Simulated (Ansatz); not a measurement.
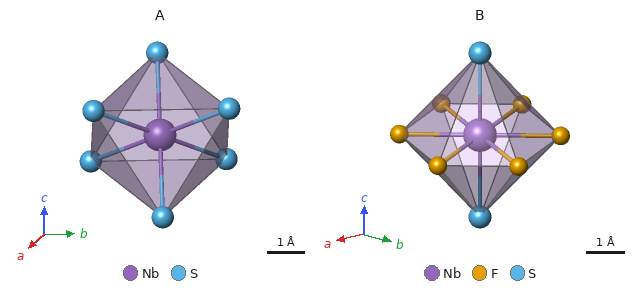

Coordination polyhedra in NbSF (P6_3/mmc). Shape measures S are computed against regular polyhedra or, for capped shapes, the nearer of the equal-edge and equal-bond forms. Origin: the geometry relaxed with DFT, PAW plane waves, r2scan (Ansatz); the starting structure was generated, so it need not be a known form of this composition.

Which coordination does each panel show?

Answer. A. Nb2 site, NbS6: a slightly distorted octahedron (coordination number 6, S = 0.18; next best trigonal prism, S = 16.5); mean bond 2.56 Å.
B. Nb1 site, NbF6S2: a slightly distorted hexagonal bipyramid (coordination number 8, S = 0.31; next best cube, S = 8.4); mean bond 2.22 Å.
